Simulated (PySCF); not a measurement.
F4Ge, SMILES `F[Ge](F)(F)F`.

Level of theory: B3LYP/def2-SVPD (PySCF), at a geometry from GFN2-xTB. No frequency check shows the geometry to be a minimum. GFN2-xTB bond lengths at metals and heavier atoms can be off by up to 0.1 Å and shapes distorted, which carries into these values.

Cartesian coordinates (Å):

```
F1       0.3591    1.3181   -0.9658
Ge2      0.0000   -0.0002   -0.0000
F3      -0.3592   -1.3178   -0.9657
F4       1.3180   -0.3589    0.9658
F5      -1.3181    0.3594    0.9658
```

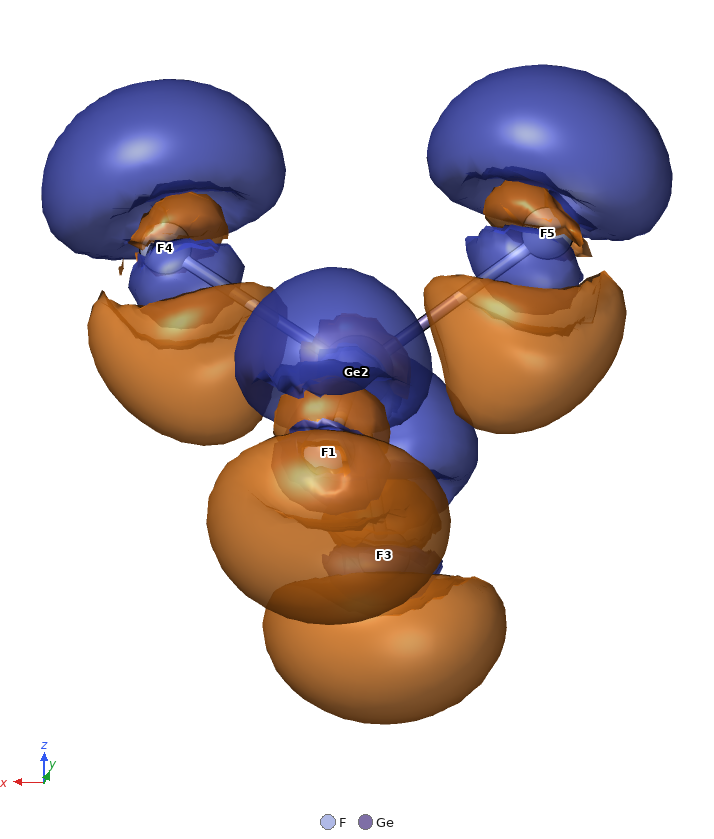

Change of the electron density in a uniform field of 0.51 V/Å, surfaces at ±0.003 e/Å³ (orange: gain, blue: loss).

The field was applied in both directions; the picture shows the one opposite to the script's first.

### Along which Cartesian direction does the field point?

Along +z: electrons gather on the −z side, against the field.

### How large is the response?

The induced dipole is 0.67 D (along the field); α along this axis, from the fields in both directions, is 26 bohr³ (3.9 Å³).
